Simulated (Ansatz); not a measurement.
# What InF (model cell, started as CsCl type) distorts into, part 2 of 3

Which phase does InF (model cell, started as CsCl type) fall into along its unstable mode, and how much energy does it gain?

Ansatz 0.2.0; DFT PBEsol, scalar-relativistic, plane waves, PAW.

So far, highest frequency on the path or at a solved wavevector (cm⁻¹): step 2 (the dispersion) 233. Also lowest frequency on the path (cm⁻¹): step 2 -123.

The structure was built from a prototype and need not be the compound's stable phase.

## (5) Energy along the mode, all amplitudes (two of the runs are shown above)

An imaginary frequency means negative curvature, so the energy should fall and then rise again as anharmonic terms take over.

Numbers from this step:

```yaml
depth_at_the_lowest_point_sampled: 10.85 meV/atom
largest_atomic_shift_at_that_point: 0.45 Å
```

Energy from the parent against largest atomic shift:

```tsv
largest atomic shift (Å)	energy from the parent (meV/atom)
0.000	0
0.040	-0.166
0.080	-0.656
0.140	-1.94
0.220	-4.45
0.320	-8.04
0.450	-10.9
0.600	-5.41
```

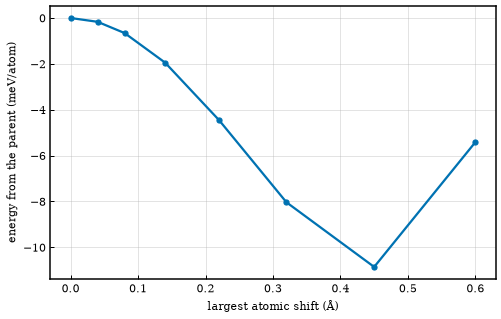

Energy from the parent, plotted against largest atomic shift.

Displacement at unit largest shift by atom:

```tsv
atom	x (Å)	y (Å)	z (Å)	size
In1	0.000	0.000	0.000	0.000
In2	0.000	0.056	-0.056	0.079
In3	0.000	0.000	0.000	0.000
In4	0.000	-0.056	0.056	0.079
F5	0.000	0.000	0.000	0.000
F6	0.000	-0.707	0.707	1.000
F7	0.000	0.000	0.000	0.000
F8	0.000	0.707	-0.707	1.000
```

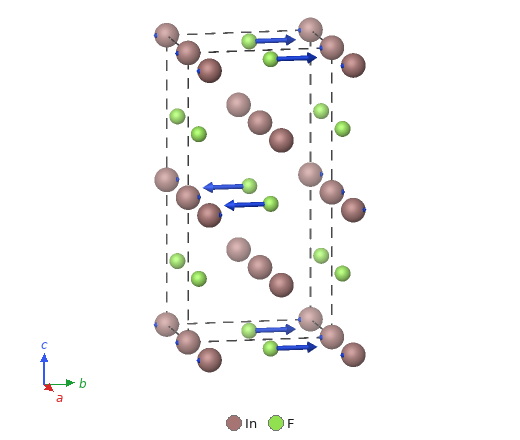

Displacement at unit largest shift as arrows, the longest 1.000 Å. 2×1×1 cells are drawn. Some periodic images of atoms are drawn too.

The lowest of the steps tried is at 0.45 Å, 10.9 meV/atom below the parent; the bottom of the well need not coincide with a step.

## (6) Relaxing from the distorted cell

Starting from the lowest point found, all atoms and the cell are let go, so that strain and other modes of the same symmetry can join in.

input.yaml

```yaml
crystal:
  lattice:
    - [3.271261715, 0.0, 0.0]
    - [0.0, 3.271261715, -3.271261715]
    - [0.0, 6.54252343, 6.54252343]
  atoms:
    - { symbol: In, position: [0.0, 0.5, 0.25] }
    - { symbol: In, position: [0.0, 0.0077013112, 0.5] }
    - { symbol: In, position: [0.0, 0.5, 0.75] }
    - { symbol: In, position: [0.0, -0.0077013112, 0.0] }
    - { symbol: F, position: [0.5, 0.0, 0.25] }
    - { symbol: F, position: [0.5, 0.4027292588, 0.5] }
    - { symbol: F, position: [0.5, 0.0, 0.75] }
    - { symbol: F, position: [0.5, 0.5972707412, 0.0] }
kpoints:
  mp_grid: { grid: [12, 8, 4] }
hamiltonian:
  xc: pbesol
scf:
  occupations: { method: methfessel_paxton, width: 0.2 }
output:
  forces: true
  stress: true
  eigenvalues: true
relax:
  adjacent_minimum: "off"
  f_tol: 0.002
  max_steps: 120
  cell: { stress_tol: 0.03 }
```

On the command line:

```sh
> ansatz run input.yaml --threads 4 --pin off --max-ram 7168MiB --backend cpu --events-out ev --progress --plain --runs-dir out
```

Numbers of over 12 decimals in the logs are rounded to 6 here.

Output:

```text
[...]
Crystal: 8 atoms, lattice volume = 140.025 Å³
Basis set: ecut = 420 eV, 2747 PW (Γ), exchange–correlation on 48×64×128 points (8 copies of the dense FFT grid, shifted against one another)
Bands: 48, of which v1, the nominal top of the filled ones, is band 40 counted from 1 (39 counted from 0)
Symmetry: 8 space group operations
[...]
k-points: 105 of 384
[...]
SCF iter   1: F=—  HF=-25303.690498 eV  |F-HF|=—  |Δ(HF+E_count)|=         —  Δρ=1.51e-2  dr2=2.28e-1  ethr=1.77e-3  ⟨swp⟩=5.8  Hψ=17551  notcnv=0
[...]
SCF iter   9: F=-25303.633737 eV  HF=-25303.633737 eV  |F-HF|=3.44e-9  |Δ(HF+E_count)|=   1.64e-8  S|Δr|=    0.00e0  Δρ=1.83e-6  dr2=1.01e-8  ethr=1.25e-10  ⟨swp⟩=9.1  Hψ=19724  notcnv=0
SCF 1 converged in 9 iterations: F = -25303.633737 eV  dr2 = 1.01e-8
[...]
relax step   1: F+E_penalty+E_count = -25303.63373731 eV  Δ(F+E_penalty+E_count) = +0.000e0 eV  max|allowed force component| = 1.332e-1 eV/Å  Δτ_max = 0.0000 Å  P = +0.968 GPa  Ω = 140.025 Å³  (9 SCF iters, dr2 threshold 1.00e-7 eV, accepted)
Crystal: 8 atoms, lattice volume = 144.695 Å³
Basis set: ecut = 420 eV, 2839 PW (Γ), exchange–correlation on 48×64×128 points (8 copies of the dense FFT grid, shifted against one another)
[...]
SCF iter  10: F=-25303.648001 eV  HF=-25303.648001 eV  |F-HF|=5.40e-8  |Δ(HF+E_count)|=   2.28e-7  S|Δr|=    0.00e0  Δρ=6.56e-6  dr2=1.19e-7  ethr=1.00e-9  ⟨swp⟩=9.4  Hψ=19323  notcnv=0
SCF 2 converged in 10 iterations: F = -25303.648001 eV  dr2 = 1.19e-7
[...]
relax step   2: F+E_penalty+E_count = -25303.64800137 eV  Δ(F+E_penalty+E_count) = -1.426e-2 eV  max|allowed force component| = 2.013e-1 eV/Å  Δτ_max = 0.1957 Å  P = -1.415 GPa  Ω = 144.695 Å³  energy of the carried Pulay correction = -1.227e-2 eV  (10 SCF iters, dr2 threshold 8.00e-7 eV, accepted)
Crystal: 8 atoms, lattice volume = 142.412 Å³
Basis set: ecut = 420 eV, 2807 PW (Γ), exchange–correlation on 48×64×128 points (8 copies of the dense FFT grid, shifted against one another)
[...]
SCF iter   9: F=-25303.679176 eV  HF=-25303.679176 eV  |F-HF|=1.57e-8  |Δ(HF+E_count)|=   2.75e-7  S|Δr|=    0.00e0  Δρ=6.58e-6  dr2=7.15e-8  ethr=1.00e-9  ⟨swp⟩=2.6  Hψ=18806  notcnv=0
SCF 3 converged in 9 iterations: F = -25303.679176 eV  dr2 = 7.15e-8
relax step   3: F+E_penalty+E_count = -25303.67917585 eV  Δ(F+E_penalty+E_count) = -3.117e-2 eV  max|allowed force component| = 9.118e-2 eV/Å  Δτ_max = 0.0538 Å  P = -0.457 GPa  Ω = 142.412 Å³  energy of the carried Pulay correction = -6.319e-3 eV  (9 SCF iters, dr2 threshold 8.00e-7 eV, accepted)
[... from here on, the SCF cycles and remarks between the steps are left out ...]
relax step   4: F+E_penalty+E_count = -25303.69209317 eV  Δ(F+E_penalty+E_count) = -1.292e-2 eV  max|allowed force component| = 8.309e-2 eV/Å  Δτ_max = 0.0209 Å  P = -0.118 GPa  Ω = 141.424 Å³  energy of the carried Pulay correction = -3.718e-3 eV  (8 SCF iters, dr2 threshold 8.00e-7 eV, accepted)
relax step   5: F+E_penalty+E_count = -25303.71194975 eV  Δ(F+E_penalty+E_count) = -1.986e-2 eV  max|allowed force component| = 3.387e-2 eV/Å  Δτ_max = 0.0935 Å  P = +0.158 GPa  Ω = 140.541 Å³  energy of the carried Pulay correction = -1.374e-3 eV  (9 SCF iters, dr2 threshold 4.31e-7 eV, accepted)
relax step   6: F+E_penalty+E_count = -25303.71690104 eV  Δ(F+E_penalty+E_count) = -4.951e-3 eV  max|allowed force component| = 1.341e-2 eV/Å  Δτ_max = 0.0604 Å  P = -0.073 GPa  Ω = 140.745 Å³  energy of the carried Pulay correction = -1.917e-3 eV  (9 SCF iters, dr2 threshold 2.25e-7 eV, accepted)
relax step   7: F+E_penalty+E_count = -25303.72017717 eV  Δ(F+E_penalty+E_count) = -3.276e-3 eV  max|allowed force component| = 1.380e-2 eV/Å  Δτ_max = 0.0516 Å  P = -0.038 GPa  Ω = 140.009 Å³  energy of the carried Pulay correction = +4.273e-5 eV  (10 SCF iters, dr2 threshold 4.66e-8 eV, accepted)
relax step   8: F+E_penalty+E_count = -25303.72058199 eV  Δ(F+E_penalty+E_count) = -4.048e-4 eV  max|allowed force component| = 1.233e-3 eV/Å  Δτ_max = 0.0018 Å  P = -0.012 GPa  Ω = 139.918 Å³  energy of the carried Pulay correction = +2.868e-4 eV  (6 SCF iters, dr2 threshold 5.27e-8 eV, accepted)
relax step   9: F+E_penalty+E_count = -25303.72050586 eV  Δ(F+E_penalty+E_count) = +7.613e-5 eV  max|allowed force component| = 2.312e-3 eV/Å  Δτ_max = 0.0019 Å  P = +0.006 GPa  Ω = 139.958 Å³  energy of the carried Pulay correction = +1.796e-4 eV  (8 SCF iters, dr2 threshold 5.45e-9 eV, accepted)
relax step  10: F+E_penalty+E_count = -25303.72052328 eV  Δ(F+E_penalty+E_count) = -1.742e-5 eV  max|allowed force component| = 6.691e-4 eV/Å  Δτ_max = 0.0014 Å  P = -0.003 GPa  Ω = 139.953 Å³  energy of the carried Pulay correction = +1.925e-4 eV  (9 SCF iters, dr2 threshold 3.34e-10 eV, accepted)
relax step  11: F+E_penalty+E_count = -25303.74491834 eV  Δ(F+E_penalty+E_count) = -2.440e-2 eV  max|allowed force component| = 1.732e-3 eV/Å  Δτ_max = 0.0000 Å  P = +0.231 GPa  Ω = 139.953 Å³  stress off target by 8.25e-1 GPa  SCF on the basis re-selected at this cell (its energy is not comparable with the rows above)  (8 SCF iters)
relax step  12: F+E_penalty+E_count = -25303.75536359 eV  Δ(F+E_penalty+E_count) = -1.045e-2 eV  max|allowed force component| = 6.728e-2 eV/Å  Δτ_max = 0.1402 Å  P = +0.918 GPa  Ω = 137.198 Å³  energy of the carried Pulay correction = +7.987e-3 eV  (10 SCF iters, dr2 threshold 8.00e-7 eV, accepted)
relax step  13: F+E_penalty+E_count = -25303.75225532 eV  Δ(F+E_penalty+E_count) = +3.108e-3 eV  max|allowed force component| = 2.404e-2 eV/Å  Δτ_max = 0.0735 Å  P = -0.747 GPa  Ω = 142.215 Å³  energy of the carried Pulay correction = -5.218e-3 eV  (10 SCF iters, dr2 threshold 8.00e-7 eV, accepted)
relax step  14: F+E_penalty+E_count = -25303.76533131 eV  Δ(F+E_penalty+E_count) = -1.308e-2 eV  max|allowed force component| = 1.264e-2 eV/Å  Δτ_max = 0.0285 Å  P = +0.107 GPa  Ω = 139.697 Å³  energy of the carried Pulay correction = +1.312e-3 eV  (7 SCF iters, dr2 threshold 8.00e-7 eV, accepted)
relax step  15: F+E_penalty+E_count = -25303.76525982 eV  Δ(F+E_penalty+E_count) = +7.149e-5 eV  max|allowed force component| = 3.954e-3 eV/Å  Δτ_max = 0.0175 Å  P = -0.032 GPa  Ω = 139.948 Å³  energy of the carried Pulay correction = +6.487e-4 eV  (9 SCF iters, dr2 threshold 3.10e-8 eV, accepted)
relax step  16: F+E_penalty+E_count = -25303.76565615 eV  Δ(F+E_penalty+E_count) = -3.963e-4 eV  max|allowed force component| = 3.719e-3 eV/Å  Δτ_max = 0.0047 Å  P = +0.001 GPa  Ω = 139.817 Å³  energy of the carried Pulay correction = +1.025e-3 eV  (9 SCF iters, dr2 threshold 6.55e-9 eV, accepted)
relax step  17: F+E_penalty+E_count = -25303.76558333 eV  Δ(F+E_penalty+E_count) = +7.281e-5 eV  max|allowed force component| = 1.235e-3 eV/Å  Δτ_max = 0.0010 Å  P = +0.001 GPa  Ω = 139.848 Å³  energy of the carried Pulay correction = +9.319e-4 eV  (8 SCF iters, dr2 threshold 3.15e-9 eV, accepted)
relax step  18: F+E_penalty+E_count = -25303.77487565 eV  Δ(F+E_penalty+E_count) = -9.292e-3 eV  max|allowed force component| = 4.934e-4 eV/Å  Δτ_max = 0.0000 Å  P = +0.086 GPa  Ω = 139.848 Å³  stress off target by 4.36e-1 GPa  SCF on the basis re-selected at this cell (its energy is not comparable with the rows above)  (8 SCF iters)
relax step  19: F+E_penalty+E_count = -25303.78055013 eV  Δ(F+E_penalty+E_count) = -5.674e-3 eV  max|allowed force component| = 1.485e-3 eV/Å  Δτ_max = 0.0168 Å  P = +0.079 GPa  Ω = 139.844 Å³  energy of the carried Pulay correction = +3.126e-4 eV  (8 SCF iters, dr2 threshold 4.76e-7 eV, accepted)
relax step  20: F+E_penalty+E_count = -25303.78117448 eV  Δ(F+E_penalty+E_count) = -6.244e-4 eV  max|allowed force component| = 1.130e-3 eV/Å  Δτ_max = 0.0112 Å  P = +0.018 GPa  Ω = 139.998 Å³  energy of the carried Pulay correction = +7.501e-5 eV  (8 SCF iters, dr2 threshold 1.21e-7 eV, accepted)
relax step  21: F+E_penalty+E_count = -25303.78103404 eV  Δ(F+E_penalty+E_count) = +1.404e-4 eV  max|allowed force component| = 4.130e-4 eV/Å  Δτ_max = 0.0009 Å  P = +0.002 GPa  Ω = 140.050 Å³  energy of the carried Pulay correction = -7.937e-5 eV  (8 SCF iters, dr2 threshold 2.83e-9 eV, accepted)
relax step  22: F+E_penalty+E_count = -25303.78397998 eV  Δ(F+E_penalty+E_count) = -2.946e-3 eV  max|allowed force component| = 9.764e-4 eV/Å  Δτ_max = 0.0000 Å  P = +0.029 GPa  Ω = 140.050 Å³  stress off target by 1.94e-1 GPa  SCF on the basis re-selected at this cell (its energy is not comparable with the rows above)  (7 SCF iters)
relax step  23: F+E_penalty+E_count = -25303.78514201 eV  Δ(F+E_penalty+E_count) = -1.162e-3 eV  max|allowed force component| = 4.504e-3 eV/Å  Δτ_max = 0.0175 Å  P = -0.011 GPa  Ω = 140.184 Å³  energy of the carried Pulay correction = -1.677e-4 eV  (9 SCF iters, dr2 threshold 9.37e-8 eV, accepted)
relax step  24: F+E_penalty+E_count = -25303.78564115 eV  Δ(F+E_penalty+E_count) = -4.991e-4 eV  max|allowed force component| = 2.515e-2 eV/Å  Δτ_max = 0.0068 Å  P = +0.171 GPa  Ω = 139.892 Å³  energy of the carried Pulay correction = +6.161e-4 eV  (10 SCF iters, dr2 threshold 1.27e-9 eV, rejected (line search))
relax step  25: F+E_penalty+E_count = -25303.78521033 eV  Δ(F+E_penalty+E_count) = -6.832e-5 eV  max|allowed force component| = 3.464e-3 eV/Å  Δτ_max = 0.0021 Å  P = +0.012 GPa  Ω = 140.173 Å³  energy of the carried Pulay correction = -1.366e-4 eV  (11 SCF iters, accepted)
relax step  26: F+E_penalty+E_count = -25303.78517959 eV  Δ(F+E_penalty+E_count) = +3.074e-5 eV  max|allowed force component| = 7.591e-4 eV/Å  Δτ_max = 0.0021 Å  P = +0.004 GPa  Ω = 140.192 Å³  energy of the carried Pulay correction = -1.824e-4 eV  (9 SCF iters, dr2 threshold 7.50e-10 eV, accepted)
relax step  27: F+E_penalty+E_count = -25303.78595501 eV  Δ(F+E_penalty+E_count) = -7.754e-4 eV  max|allowed force component| = 6.131e-4 eV/Å  Δτ_max = 0.0000 Å  P = +0.007 GPa  Ω = 140.192 Å³  stress off target by 8.15e-2 GPa  SCF on the basis re-selected at this cell (its energy is not comparable with the rows above)  (7 SCF iters)
relax step  28: F+E_penalty+E_count = -25303.78614136 eV  Δ(F+E_penalty+E_count) = -1.864e-4 eV  max|allowed force component| = 2.214e-4 eV/Å  Δτ_max = 0.0037 Å  P = +0.003 GPa  Ω = 140.238 Å³  energy of the carried Pulay correction = -6.188e-5 eV  (9 SCF iters, dr2 threshold 1.66e-8 eV, accepted)
relax step  29: F+E_penalty+E_count = -25303.78630456 eV  Δ(F+E_penalty+E_count) = -1.632e-4 eV  max|allowed force component| = 2.938e-4 eV/Å  Δτ_max = 0.0000 Å  P = +0.003 GPa  Ω = 140.238 Å³  stress off target by 3.78e-2 GPa  SCF on the basis re-selected at this cell (its energy is not comparable with the rows above)  (6 SCF iters)
relax step  30: F+E_penalty+E_count = -25303.78633717 eV  Δ(F+E_penalty+E_count) = -3.261e-5 eV  max|allowed force component| = 3.977e-5 eV/Å  Δτ_max = 0.0028 Å  P = +0.002 GPa  Ω = 140.263 Å³  energy of the carried Pulay correction = -3.213e-5 eV  (8 SCF iters, dr2 threshold 3.58e-9 eV, accepted)
[...]
SCF iter   6: F=-25303.786435 eV  HF=-25303.786435 eV  |F-HF|=1.09e-11  |Δ(HF+E_count)|=  3.64e-12  S|Δr|=    0.00e0  Δρ=1.10e-7  dr2=1.47e-11  ethr=1.00e-12  ⟨swp⟩=5.0  Hψ=19835  notcnv=0
SCF 31 converged in 6 iterations: F = -25303.786435 eV  dr2 = 1.47e-11
relax step  31: F+E_penalty+E_count = -25303.78643496 eV  Δ(F+E_penalty+E_count) = -9.778e-5 eV  max|allowed force component| = 8.470e-5 eV/Å  Δτ_max = 0.0000 Å  P = +0.002 GPa  Ω = 140.263 Å³  stress off target by 1.60e-2 GPa  SCF on the basis re-selected at this cell (its energy is not comparable with the rows above)  (6 SCF iters)
[...]
SCF converged after 6 iterations
[...]
Free energy (F): -25303.786435 eV
[...]
Internal energy: -25303.786146 eV  (E = F + TS)
E sigma→0 (E₀):  -25303.786363 eV
Entropy (-TS):   -0.000289 eV (-0.036 meV/atom)
Fermi energy:    8.538192 eV
[...]
--- Forces (eV/Å), atoms counted from 1 ---
  atom   1  In     0.00000000     0.00000000    -0.00000000
  atom   2  In    -0.00000000     0.00003320    -0.00003320
  atom   3  In     0.00000000     0.00000000     0.00000000
  atom   4  In     0.00000000    -0.00003320     0.00003320
  atom   5  F     -0.00000000    -0.00000000     0.00000000
  atom   6  F     -0.00000000    -0.00008470     0.00008470
  atom   7  F      0.00000000     0.00000000     0.00000000
  atom   8  F     -0.00000000     0.00008470    -0.00008470
  max |Σ_I F_I| component: 3.47e-18 eV/Å
--- Stress (GPa, compression-positive) ---
       -0.000861       0.000000       0.000000
        0.000000       0.003288      -0.012664
        0.000000      -0.012664       0.003288
  P = ⅓ Tr σ = 0.0019 GPa (0.019 kbar)
--- Band table (eV; the first three rows and the last of 105) ---
  k-point 0: bands = [... 36 lower, 4.7421, 5.3066, 6.3597, 6.5063, 10.1995, 10.4866, 11.4045, 11.5913, ... 4 higher]
  k-point 1: bands = [... 36 lower, 4.7320, 5.2179, 6.4225, 6.5270, 10.1701, 10.2517, 11.0612, 11.8079, ... 4 higher]
  k-point 2: bands = [... 36 lower, 4.9230, 4.9230, 6.5174, 6.5174, 10.0854, 10.0854, 11.3666, 11.3666, ... 4 higher]
  k-point 104: bands = [... 36 lower, 6.1061, 6.1061, 8.4723, 8.4723, 8.9194, 8.9194, 10.4183, 10.4183, ... 4 higher]
--- Relaxed structure (25 steps of the walk, 24 accepted, 6 SCFs on fresh bases) ---
  F+E_penalty+E_count = -25303.78643496 eV   max|allowed force component| = 8.470e-5 eV/Å   (the final SCF, on the basis selected at the relaxed cell)
  cell:  # Å, volume = 140.2634 Å³
    - [3.030945, 0, 0]
    - [0, 3.830333, -3.830333]
    - [0, 6.040872, 6.040872]
  atoms:
    - { symbol: In, position: [0, 0.500000, 0.250000] }
    - { symbol: In, position: [0, -0.044400, 0.500000] }
    - { symbol: In, position: [0, 0.5, 0.750000] }
    - { symbol: In, position: [0, 0.044400, 0.0] }
    - { symbol: F, position: [0.5, 0.0, 0.250000] }
    - { symbol: F, position: [0.5, 0.299472, 0.500000] }
    - { symbol: F, position: [0.5, 0.0, 0.750000] }
    - { symbol: F, position: [0.5, 0.700528, 0.0] }
```

It took 5.3 min on 4 threads of Arm Neoverse V2, shared host; peak memory 0.84 GiB.

Step by step (22 of 31):

```tsv
step	energy less that of the first step (eV)	largest force component (eV/Å)	pressure (GPa)	volume (Å³)
1	0.0000	0.1332	0.97	140.03
2	-0.0143	0.2013	-1.42	144.70
4	-0.0584	0.0831	-0.12	141.42
5	-0.0782	0.0339	0.16	140.54
7	-0.0864	0.0138	-0.04	140.01
8	-0.0868	0.0012	-0.01	139.92
10	-0.0868	0.0007	0.00	139.95
11*	-0.1112	0.0017	0.23	139.95
12	-0.1216	0.0673	0.92	137.20
14	-0.1316	0.0126	0.11	139.70
15	-0.1315	0.0040	-0.03	139.95
17	-0.1318	0.0012	0.00	139.85
18*	-0.1411	0.0005	0.09	139.85
20	-0.1474	0.0011	0.02	140.00
21	-0.1473	0.0004	0.00	140.05
22*	-0.1502	0.0010	0.03	140.05
24	-0.1519	0.0251	0.17	139.89
25	-0.1515	0.0035	0.01	140.17
27*	-0.1522	0.0006	0.01	140.19
28	-0.1524	0.0002	0.00	140.24
30	-0.1526	0.0000	0.00	140.26
31*	-0.1527	0.0001	0.00	140.26
```

Relaxation steps marked * repeat the geometry before them on a plane-wave basis chosen anew for their cell, so energy and pressure can jump there. Other such steps can lie between the rows shown. Relaxation step 24 was tried and not accepted.

Forces are held to the 8 operations that the run works with; a distortion that breaks them can't arise in this run.

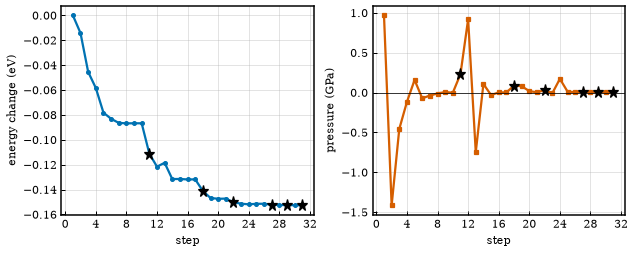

Energy and pressure along the relaxation. Stars mark steps on a basis chosen anew.

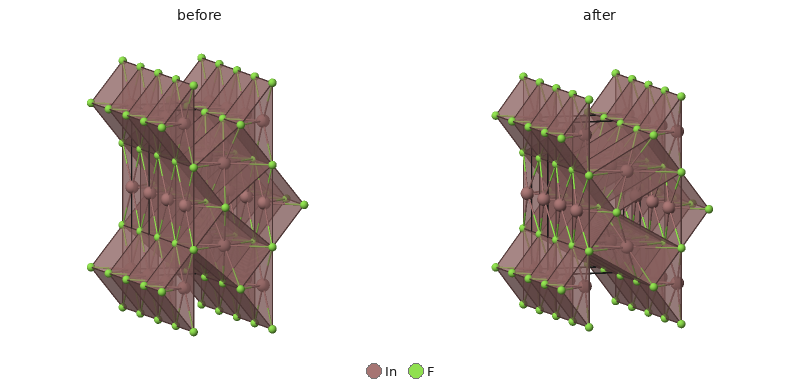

Before and after, at one scale.

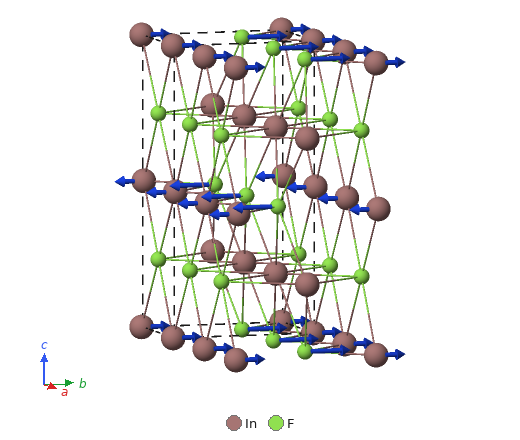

Displacements in the relaxation, exaggerated, measured against the changing cell; the longest in the cell stands for 0.56 Å. 3×1×1 cells are drawn. Some periodic images of atoms are drawn too.

```tsv
cell as run	before	after	change
a (Å)	3.271	3.031	-7.3 %
b (Å)	4.626	5.417	+17.1 %
c (Å)	9.253	8.543	-7.7 %
volume (Å³/atom)	17.50	17.53	+0.2 %
```

The atoms that moved most (Å, as changes of fractional coordinates times the final cell):

```tsv
atom	dx	dy	dz	length
F8	0.000	0.396	-0.396	0.559
F6	0.000	-0.396	0.396	0.559
In2	0.000	-0.200	0.200	0.282
In4	0.000	0.200	-0.200	0.282
```

Final coordinates:

```cif
data_structure
_symmetry_space_group_name_H-M 'P 1'
_symmetry_Int_Tables_number 1
_cell_length_a 3.0309
_cell_length_b 5.4169
_cell_length_c 8.5431
_cell_angle_alpha 90.000
_cell_angle_beta 90.000
_cell_angle_gamma 90.000
_cell_volume 140.26
loop_
_atom_site_label
_atom_site_type_symbol
_atom_site_fract_x
_atom_site_fract_y
_atom_site_fract_z
_atom_site_occupancy
In1 In 0.00000 0.50000 0.25000 1
In2 In 0.00000 0.95560 0.50000 1
In3 In 0.00000 0.50000 0.75000 1
In4 In 0.00000 0.04440 0.00000 1
F5 F 0.50000 0.00000 0.25000 1
F6 F 0.50000 0.29947 0.50000 1
F7 F 0.50000 0.00000 0.75000 1
F8 F 0.50000 0.70053 0.00000 1
```

This step gave:

| Property | Result |
| --- | --- |
| pressure | 0.001905 GPa |
| volume per atom | 17.53 Å³ |

The distorted start has space group Pmma; the relaxation ends in Pmma.

(Continued in part 3 of 3.)

[Logs are printed without paths, hosts, clocks, repeated set-up lines and the standing remarks that a program may print on its own settings, such as how far it seeks lower states.]

[Hosts, paths, dates, database ids (printed as entryN), source tags and the programs' standing remarks are cut or masked in the printed files.]
